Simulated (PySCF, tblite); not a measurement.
# C₉H₈O: vibronic structure

Aim: compute the vibronic structure of C₉H₈O (`COC1=CC=C2C=CC=C21`).

Computed with tblite 0.8.0 and PySCF 2.14.0 and routines of our own; the level stands in each step. Atoms count from 0.

## (1) The system as given

18 atoms, charge 0, multiplicity 1; geometry from: force field or distance geometry start.

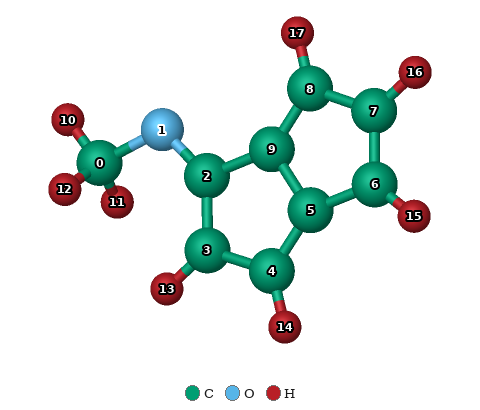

The starting geometry (carbon teal, oxygen blue, hydrogen red).

## (2) Geometry optimisation with GFN2-xTB

What the job is given:

```
{"job": {"kind": "relax", "xc": "GFN2-xTB", "basis": "xTB"}, "charge": 0, "multiplicity": 1}
C      3.062600    -0.788900    -0.038200
O      1.691200    -1.143800     0.169000
C      0.809900    -0.156500    -0.022700
C      0.910700     1.151300    -0.408800
C     -0.425200     1.760000    -0.454500
C     -1.326100     0.829100    -0.127000
C     -2.717600     0.615100     0.050600
C     -2.816500    -0.677800     0.431600
C     -1.490800    -1.313700     0.493700
C     -0.598600    -0.385200     0.160600
H      3.670900    -1.667800     0.156500
H      3.214400    -0.483300    -1.074400
H      3.358300     0.007600     0.662800
H      1.821700     1.680700    -0.630300
H     -0.618900     2.795100    -0.732100
H     -3.512400     1.329300    -0.068400
H     -3.737500    -1.204600     0.655300
H     -1.304600    -2.340500     0.764600
```

Run with:

```console
$ OMP_NUM_THREADS=1 python excited_run.py task.json out
```

The driver reads the jobs from task.json and runs them one after another.

Standard output:

```text
step      E/eV     max force
  0    -743.41543    1.484
  1    -743.49557    0.576
  2    -743.52538    0.466
  3    -743.54269    0.377
  4    -743.55619    0.248
  5    -743.56234    0.206
  6    -743.56620    0.141
  7    -743.56903    0.147
  8    -743.57084    0.100
  9    -743.57195    0.080
 10    -743.57260    0.070
 11    -743.57299    0.043
 12    -743.57320    0.036
 13    -743.57333    0.034
 14    -743.57345    0.034
 15    -743.57360    0.031
 16    -743.57377    0.035
 17    -743.57391    0.028
 18    -743.57401    0.025
 19    -743.57407    0.023
 20    -743.57414    0.020
 21    -743.57423    0.025
 22    -743.57433    0.027
 23    -743.57445    0.028
 24    -743.57455    0.027
 25    -743.57462    0.020
 26    -743.57465    0.014
 27    -743.57469    0.016
 28    -743.57472    0.014
 29    -743.57475    0.013
 30    -743.57477    0.012
 31    -743.57478    0.012
 32    -743.57480    0.012
 33    -743.57481    0.009
```

Run time: 0.24 s. Hardware: 1 thread of Arm Neoverse V1, shared host.

Along the way: (not every step is listed)

| step | energy from step 0 (eV) | largest force (eV/Å) |
| --- | --- | --- |
| 0 | 0.0000 | 1.4841 |
| 1 | -0.0801 | 0.5760 |
| 2 | -0.1100 | 0.4665 |
| 3 | -0.1273 | 0.3769 |
| 4 | -0.1408 | 0.2476 |
| 5 | -0.1469 | 0.2056 |
| 6 | -0.1508 | 0.1406 |
| 7 | -0.1536 | 0.1473 |
| 8 | -0.1554 | 0.0995 |
| 10 | -0.1572 | 0.0701 |
| 12 | -0.1578 | 0.0361 |
| 14 | -0.1580 | 0.0345 |
| 16 | -0.1583 | 0.0348 |
| 18 | -0.1586 | 0.0254 |
| 20 | -0.1587 | 0.0203 |
| 22 | -0.1589 | 0.0267 |
| 24 | -0.1591 | 0.0273 |
| 26 | -0.1592 | 0.0143 |
| 28 | -0.1593 | 0.0145 |
| 29 | -0.1593 | 0.0128 |
| 30 | -0.1593 | 0.0115 |
| 31 | -0.1594 | 0.0121 |
| 32 | -0.1594 | 0.0119 |
| 33 | -0.1594 | 0.0093 |

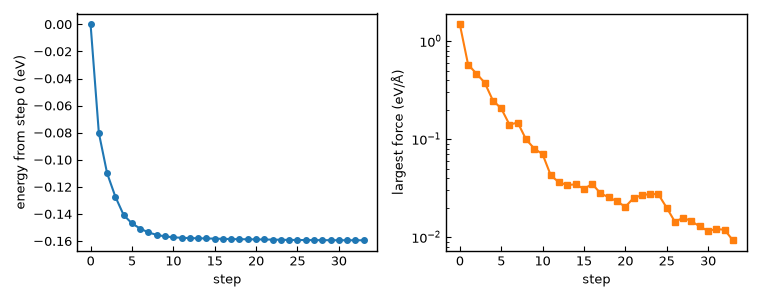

Energy and largest force along the relaxation.

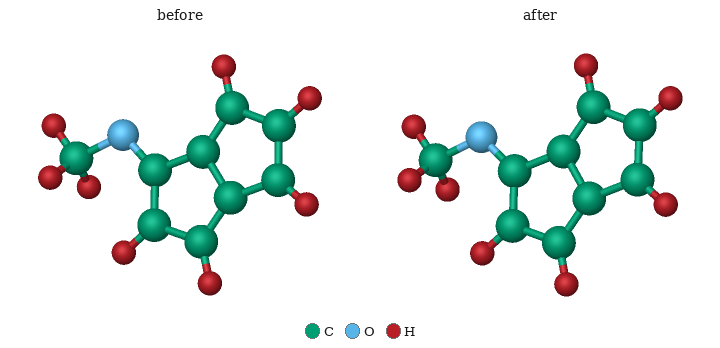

The geometry before (left) and after (right).

Distances of close pairs at the start and the end, largest changes first:

| bond | before (Å) | after (Å) | change (Å) |
| --- | --- | --- | --- |
| C2–C9 | 1.439 | 1.470 | +0.031 |
| C5–C6 | 1.419 | 1.448 | +0.029 |
| C4–C5 | 1.336 | 1.362 | +0.026 |
| C8–C9 | 1.330 | 1.355 | +0.025 |
| C3–C4 | 1.469 | 1.447 | -0.022 |
| C0–O1 | 1.432 | 1.410 | -0.021 |
| C7–C8 | 1.472 | 1.458 | -0.014 |
| C4–H14 | 1.089 | 1.077 | -0.012 |

The next job starts from the end point, and lists it.

## (3) Harmonic vibrations with GFN2-xTB

What the job is given:

```
{"job": {"kind": "ir", "xc": "GFN2-xTB", "basis": "xTB"}, "charge": 0, "multiplicity": 1}
C      3.068049    -0.759648    -0.046195
O      1.718446    -1.111287     0.163975
C      0.806755    -0.153564    -0.027299
C      0.938222     1.151934    -0.404969
C     -0.373042     1.761419    -0.464087
C     -1.306863     0.830551    -0.123553
C     -2.722090     0.590229     0.065041
C     -2.859832    -0.704146     0.440056
C     -1.549978    -1.340662     0.506151
C     -0.627762    -0.407375     0.165794
H      3.652155    -1.655822     0.155944
H      3.232476    -0.436068    -1.078482
H      3.374109     0.042292     0.632483
H      1.847133     1.678115    -0.629371
H     -0.535903     2.789726    -0.738682
H     -3.503539     1.314391    -0.070701
H     -3.778422    -1.215509     0.662143
H     -1.388672    -2.368260     0.780095
```

Standard output:

```text
mode    cm-1     km/mol
  1      97.2      3.19
  2     133.2      5.83
  3     183.4      2.75
  4     187.4      0.40
  5     238.7      0.75
  6     337.6      0.18
  7     354.1      0.30
  8     496.6     21.04
  9     512.3      4.63
 10     572.3     13.02
 11     600.6     52.37
 12     665.2      3.13
 13     690.7      3.75
 14     751.7     25.44
 15     757.5      7.42
 16     784.5      9.23
 17     827.0      0.50
 18     835.9      0.34
 19     866.3      2.12
 20     866.7     10.89
 21     968.0    133.47
 22     988.7     12.21
 23    1024.9     22.77
 24    1068.1     23.95
 25    1095.0      5.41
 26    1118.3      1.73
 27    1133.9      5.78
 28    1153.8      1.12
 29    1208.1      6.46
 30    1228.1     24.81
 31    1276.6     39.17
 32    1283.4    230.44
 33    1359.3     11.45
 34    1395.9      6.46
 35    1435.4    194.27
 36    1459.5      6.92
 37    1474.2      6.38
 38    1534.1    253.41
 39    1605.0    138.65
 40    1634.8    134.66
 41    2942.6     29.47
 42    2956.9     30.03
 43    3030.4     11.55
 44    3113.5     31.21
 45    3124.1     13.66
 46    3133.6     39.43
 47    3143.5     61.41
 48    3147.5     40.56
```

Run time: 0.7 s. Hardware: 1 thread of Arm Neoverse V1, shared host.

Which atoms move in the most intense modes:

| cm⁻¹ | km/mol | atoms |
| --- | --- | --- |
| 601 | 52.4 | C4 23 %, O1 20 %, C7 10 % |
| 968 | 133.5 | C9 20 %, C4 15 %, C0 13 % |
| 1283 | 230.4 | C2 44 %, H13 12 %, C3 11 % |
| 1435 | 194.3 | C6 20 %, C2 20 %, C5 19 %, C9 15 % |
| 1534 | 253.4 | C7 29 %, C6 22 %, C2 19 % |
| 1605 | 138.7 | C9 35 %, C8 20 %, C2 12 % |
| 1635 | 134.7 | C5 33 %, C4 21 %, C2 11 %, C9 11 % |
| 3144 | 61.4 | H13 84 % |

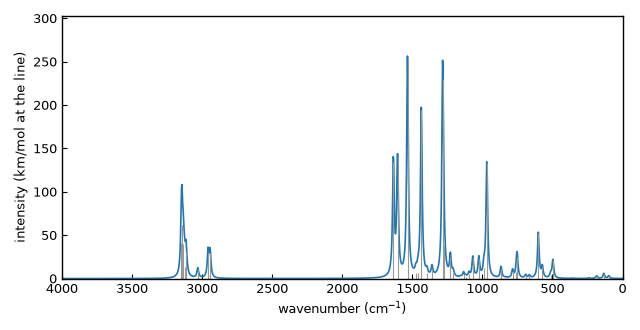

The infrared spectrum from these modes, unscaled. Lines are broadened to a width of 14 cm⁻¹ (Lorentzian).

## (4) Vibronic structure: TDDFT BHandHLYP/def2-SV(P)

Settings changed since step 3:

```diff
@@ -1,2 +1,2 @@
-{"job": {"kind": "ir", "xc": "GFN2-xTB", "basis": "xTB"}, "charge": 0, "multiplicity": 1}
+{"job": {"kind": "vib", "xc": "BHandHLYP", "basis": "def2-SV(P)", "tda": false}, "charge": 0, "multiplicity": 1}
 C      3.068049    -0.759648    -0.046195
```

With the program's defaults for keys left out, this is: TDDFT BHandHLYP/def2-SV(P) vertical-gradient vibronic structure (displaced harmonic oscillators, Condon), gas phase.

Standard output:

```text
final grid: 71576 points
cycle   1  E = -422.2312887505  dE =  2.442e+00  |g| = 5.488e-01  |ddm| = 5.094e+00
cycle   2  E = -422.2527531881  dE = -2.146e-02  |g| = 5.160e-01  |ddm| = 1.276e+00
cycle   3  E = -422.3065073921  dE = -5.375e-02  |g| = 1.063e-01  |ddm| = 6.048e-01
cycle   4  E = -422.3084405301  dE = -1.933e-03  |g| = 6.949e-02  |ddm| = 1.907e-01
cycle   5  E = -422.3098613945  dE = -1.421e-03  |g| = 1.196e-02  |ddm| = 9.346e-02
cycle   6  E = -422.3099539699  dE = -9.258e-05  |g| = 6.559e-03  |ddm| = 2.692e-02
cycle   7  E = -422.3099956192  dE = -4.165e-05  |g| = 3.039e-03  |ddm| = 1.699e-02
cycle   8  E = -422.3100287663  dE = -3.315e-05  |g| = 2.243e-03  |ddm| = 2.555e-02
cycle   9  E = -422.3100341471  dE = -5.381e-06  |g| = 6.507e-04  |ddm| = 1.097e-02
cycle  10  E = -422.3100345159  dE = -3.689e-07  |g| = 2.792e-04  |ddm| = 3.535e-03
cycle  11  E = -422.3100345377  dE = -2.174e-08  |g| = 1.135e-04  |ddm| = 4.422e-04
cycle  12  E = -422.3100345430  dE = -5.324e-09  |g| = 3.081e-05  |ddm| = 3.033e-04
cycle  13  E = -422.3100345433  dE = -3.471e-10  |g| = 9.906e-06  |ddm| = 5.905e-05
converged SCF energy = -422.3100345433

Singlet excitations (eV, f): 1.552 (0.0038)  3.752 (0.1819)  5.644 (0.1307)  5.711 (0.0003)  6.616 (0.0000)  6.777 (0.0083)

State S1  1.5524 eV  f = 0.00376  H->L 0.99
  relaxed dipole 2.333 D, largest gradient of the excitation energy 0.0760 Eh/bohr
  mode    cm-1        S   lambda/meV  Raman
   35   1435.4    2.0444     363.8   1.000
   13    690.7    1.9763     169.2   0.224
   22    988.7    1.2561     154.0   0.292
   21    968.0    1.1510     138.1   0.256
    8    496.6    1.5349      94.5   0.090
   15    757.5    0.9617      90.3   0.131
   11    600.6    1.1962      89.1   0.102
   29   1208.1    0.4235      63.4   0.147
   27   1133.9    0.3380      47.5   0.103
   30   1228.1    0.2700      41.1   0.097
   33   1359.3    0.2064      34.8   0.091
   25   1095.0    0.2387      32.4   0.068
  reorganisation energy 1.4102 eV, total S 12.654, 0-0 0.1421 eV

State S2  3.7523 eV  f = 0.18185  H-1->L 0.96
  relaxed dipole 1.723 D, largest gradient of the excitation energy 0.0670 Eh/bohr
  mode    cm-1        S   lambda/meV  Raman
   11    600.6    1.3816     102.9   1.000
   15    757.5    0.7570      71.1   0.872
   21    968.0    0.4339      52.1   0.816
   22    988.7    0.4015      49.2   0.788
   29   1208.1    0.2390      35.8   0.700
   27   1133.9    0.2303      32.4   0.594
   39   1605.0    0.1350      26.9   0.698
    8    496.6    0.4082      25.1   0.202
   25   1095.0    0.1845      25.0   0.444
   31   1276.6    0.1450      23.0   0.474
   33   1359.3    0.1179      19.9   0.437
   30   1228.1    0.1019      15.5   0.308
  reorganisation energy 0.5255 eV, total S 5.004, 0-0 3.2268 eV
  absorption maximum 3.707 eV, width 0.604 eV

State S3  5.6436 eV  f = 0.13075  H-2->L 0.87, H->L+2 0.10
  relaxed dipole 2.407 D, largest gradient of the excitation energy 0.0499 Eh/bohr
  mode    cm-1        S   lambda/meV  Raman
   35   1435.4    0.8967     159.6   1.000
   15    757.5    0.2587      24.3   0.080
   25   1095.0    0.1670      22.7   0.108
   13    690.7    0.2122      18.2   0.055
   32   1283.4    0.0950      15.1   0.085
   29   1208.1    0.0556       8.3   0.044
   39   1605.0    0.0360       7.2   0.050
   33   1359.3    0.0346       5.8   0.035
   20    866.7    0.0514       5.5   0.021
   34   1395.9    0.0254       4.4   0.027
   27   1133.9    0.0306       4.3   0.021
   38   1534.1    0.0209       4.0   0.027
  reorganisation energy 0.3008 eV, total S 2.083, 0-0 5.3428 eV
  absorption maximum 5.519 eV, width 0.386 eV

State T1  0.8755 eV  f = 0.00000  H->L 0.97
  relaxed dipole 1.997 D, largest gradient of the excitation energy 0.0588 Eh/bohr
  mode    cm-1        S   lambda/meV  Raman
   35   1435.4    1.0354     184.3   1.000
   13    690.7    1.5396     131.8   0.344
   22    988.7    0.5492      67.3   0.252
   33   1359.3    0.2435      41.0   0.211
   21    968.0    0.3031      36.4   0.133
   15    757.5    0.3600      33.8   0.097
   29   1208.1    0.1794      26.9   0.123
    8    496.6    0.4081      25.1   0.047
   27   1133.9    0.1637      23.0   0.099
   30   1228.1    0.1261      19.2   0.089
   25   1095.0    0.1374      18.7   0.077
   40   1634.8    0.0361       7.3   0.045
  reorganisation energy 0.6619 eV, total S 5.615, 0-0 0.2136 eV
```

It took 47 s on 1 thread of Arm Neoverse V1, shared host; peak memory 0.94 GiB.

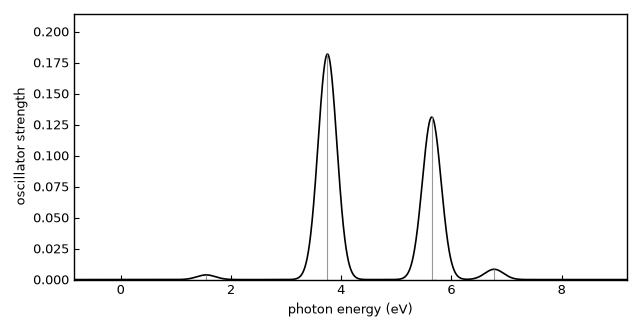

Absorption lines of the singlets. Lines are broadened to a width of 0.40 eV (Gaussian).

## (5) Vibronic structure: TDA B97-2/def2-SV(P)

Settings changed since step 4:

```diff
@@ -1,2 +1,2 @@
-{"job": {"kind": "vib", "xc": "BHandHLYP", "basis": "def2-SV(P)", "tda": false}, "charge": 0, "multiplicity": 1}
+{"job": {"kind": "vib", "xc": "B97-2", "basis": "def2-SV(P)", "tda": true, "temperature": 0, "fwhm_ev": 0.08, "grid": 3}, "charge": 0, "multiplicity": 1}
 C      3.068049    -0.759648    -0.046195
```

Level: TDA B97-2/def2-SV(P) vertical-gradient vibronic structure (displaced harmonic oscillators, Condon), gas phase.

Standard output:

```text
coarse grid: 15824 points
cycle   1  E = -422.2918767574  dE =  1.921e+00  |g| = 5.816e-01  |ddm| = 5.160e+00
cycle   2  E = -422.2242750194  dE =  6.760e-02  |g| = 8.025e-01  |ddm| = 1.642e+00
cycle   3  E = -422.3624428830  dE = -1.382e-01  |g| = 1.858e-01  |ddm| = 1.025e+00
cycle   4  E = -422.3708034973  dE = -8.361e-03  |g| = 8.061e-02  |ddm| = 2.946e-01
cycle   5  E = -422.3726230517  dE = -1.820e-03  |g| = 2.292e-02  |ddm| = 1.099e-01
cycle   6  E = -422.3727564764  dE = -1.334e-04  |g| = 6.970e-03  |ddm| = 3.224e-02
cycle   7  E = -422.3727686062  dE = -1.213e-05  |g| = 2.276e-03  |ddm| = 1.075e-02
cycle   8  E = -422.3727709114  dE = -2.305e-06  |g| = 1.058e-03  |ddm| = 5.358e-03
final grid: 219608 points
cycle   9  E = -422.4291992283  dE = -4.196e-05  |g| = 5.221e-03  |ddm| = 5.982e-02
cycle  10  E = -422.4291891969  dE =  1.003e-05  |g| = 8.847e-03  |ddm| = 1.217e-02
cycle  11  E = -422.4292042224  dE = -1.503e-05  |g| = 1.001e-03  |ddm| = 8.559e-03
cycle  12  E = -422.4292044855  dE = -2.631e-07  |g| = 2.964e-04  |ddm| = 1.563e-03
cycle  13  E = -422.4292045015  dE = -1.598e-08  |g| = 1.877e-04  |ddm| = 5.315e-04
cycle  14  E = -422.4292045115  dE = -1.002e-08  |g| = 6.235e-05  |ddm| = 2.810e-04
cycle  15  E = -422.4292045126  dE = -1.103e-09  |g| = 1.887e-05  |ddm| = 8.185e-05
cycle  16  E = -422.4292045128  dE = -1.403e-10  |g| = 7.298e-06  |ddm| = 4.237e-05
converged SCF energy = -422.4292045128

Singlet excitations (eV, f): 1.503 (0.0047)  3.871 (0.2502)  5.154 (0.0002)  5.213 (0.0910)  5.833 (0.0000)  6.297 (0.0040)

State S1  1.5032 eV  f = 0.00472  H->L 0.98
  relaxed dipole 2.263 D, largest gradient of the excitation energy 0.0722 Eh/bohr
  mode    cm-1        S   lambda/meV  Raman
   35   1435.4    1.6907     300.9   1.000
   13    690.7    1.8222     156.0   0.250
   22    988.7    0.9563     117.2   0.268
   21    968.0    0.8182      98.2   0.220
   15    757.5    0.8768      82.4   0.144
    8    496.6    1.2482      76.9   0.088
   11    600.6    0.9468      70.5   0.098
   29   1208.1    0.3023      45.3   0.127
   27   1133.9    0.2325      32.7   0.086
   30   1228.1    0.1908      29.1   0.083
   33   1359.3    0.1640      27.6   0.087
   39   1605.0    0.1319      26.3   0.098
  reorganisation energy 1.1416 eV, total S 10.351, 0-0 0.3616 eV

State S2  3.8713 eV  f = 0.25023  H-1->L 0.88
  relaxed dipole 2.033 D, largest gradient of the excitation energy 0.0319 Eh/bohr
  mode    cm-1        S   lambda/meV  Raman
   15    757.5    0.2983      28.0   1.000
   11    600.6    0.2046      15.2   0.431
   20    866.7    0.1312      14.1   0.576
   25   1095.0    0.0769      10.4   0.539
   31   1276.6    0.0657      10.4   0.625
   33   1359.3    0.0581       9.8   0.627
   39   1605.0    0.0402       8.0   0.605
   38   1534.1    0.0332       6.3   0.456
   29   1208.1    0.0403       6.0   0.343
   22    988.7    0.0440       5.4   0.251
   32   1283.4    0.0266       4.2   0.256
   27   1133.9    0.0292       4.1   0.220
  reorganisation energy 0.1353 eV, total S 1.295, 0-0 3.7359 eV
  absorption maximum 3.742 eV, width 0.258 eV

State S4  5.2133 eV  f = 0.09097  H-2->L 0.70, H->L+1 0.25
  relaxed dipole 2.251 D, largest gradient of the excitation energy 0.0410 Eh/bohr
  mode    cm-1        S   lambda/meV  Raman
   35   1435.4    0.4943      88.0   1.000
   32   1283.4    0.0973      15.5   0.157
   25   1095.0    0.1027      13.9   0.121
   20    866.7    0.0995      10.7   0.073
   15    757.5    0.0803       7.5   0.045
   11    600.6    0.0794       5.9   0.028
   13    690.7    0.0573       4.9   0.027
   38   1534.1    0.0208       3.9   0.048
   21    968.0    0.0269       3.2   0.025
   34   1395.9    0.0151       2.6   0.029
   22    988.7    0.0172       2.1   0.017
   39   1605.0    0.0076       1.5   0.019
  reorganisation energy 0.1704 eV, total S 1.186, 0-0 5.0429 eV
  absorption maximum 5.045 eV, width 0.258 eV

State T1  0.8909 eV  f = 0.00000  H->L 0.99
  relaxed dipole 2.201 D, largest gradient of the excitation energy 0.0496 Eh/bohr
  mode    cm-1        S   lambda/meV  Raman
   35   1435.4    0.8949     159.3   1.000
   13    690.7    1.5180     130.0   0.393
   22    988.7    0.4526      55.5   0.240
   33   1359.3    0.1891      31.9   0.189
   15    757.5    0.3337      31.3   0.104
   21    968.0    0.2295      27.5   0.117
    8    496.6    0.3656      22.5   0.049
   29   1208.1    0.1333      20.0   0.106
   27   1133.9    0.1261      17.7   0.088
   30   1228.1    0.1030      15.7   0.084
   25   1095.0    0.1079      14.7   0.070
   39   1605.0    0.0331       6.6   0.046
  reorganisation energy 0.5701 eV, total S 4.944, 0-0 0.3208 eV
```

It took 94 s on 1 thread of Arm Neoverse V1, shared host; peak memory 0.88 GiB.

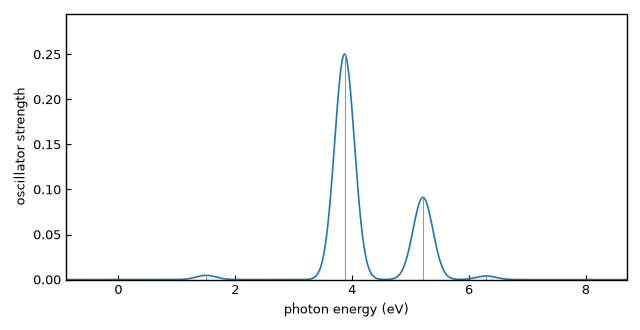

Absorption lines of the singlets. Lines are broadened to a width of 0.40 eV (Gaussian).

## (6) Results

| quantity | value |
| --- | --- |
| strongest single infrared mode (GFN2-xTB) | 1534 cm⁻¹, 253 km/mol |
| zero-point energy (GFN2-xTB) | 86.9 kcal/mol |
| S1: vertical, reorganisation, 0-0, total S (step 4, TDDFT BHandHLYP/def2-SV(P), modes from GFN2-xTB) | 1.55, 1.41, 0.14 eV; 12.7 |
| S2: vertical, reorganisation, 0-0, total S (step 4, TDDFT BHandHLYP/def2-SV(P), modes from GFN2-xTB) | 3.75, 0.53, 3.23 eV; 5.0 |
| S3: vertical, reorganisation, 0-0, total S (step 4, TDDFT BHandHLYP/def2-SV(P), modes from GFN2-xTB) | 5.64, 0.30, 5.34 eV; 2.1 |
| S1: vertical, reorganisation, 0-0, total S (step 5, TDA B97-2/def2-SV(P), modes from GFN2-xTB) | 1.50, 1.14, 0.36 eV; 10.4 |
| S2: vertical, reorganisation, 0-0, total S (step 5, TDA B97-2/def2-SV(P), modes from GFN2-xTB) | 3.87, 0.14, 3.74 eV; 1.3 |
| S4: vertical, reorganisation, 0-0, total S (step 5, TDA B97-2/def2-SV(P), modes from GFN2-xTB) | 5.21, 0.17, 5.04 eV; 1.2 |

**Reading.** No mode is imaginary among the 48: a minimum at this level. The strongest single mode, at 1534 cm⁻¹, has its largest shares on C7, C6 and C2 (the list is cut at 3 atoms). Unscaled tight-binding wavenumbers are off by several per cent, some by more. Its intensities can rank the bands wrongly. In steps 4, 5 the harmonic model is doubtful. The vibronic model keeps the ground-state modes (from xTB) and shifts them along the gradient alone, so it can miss much of the relaxation that a full optimisation finds.
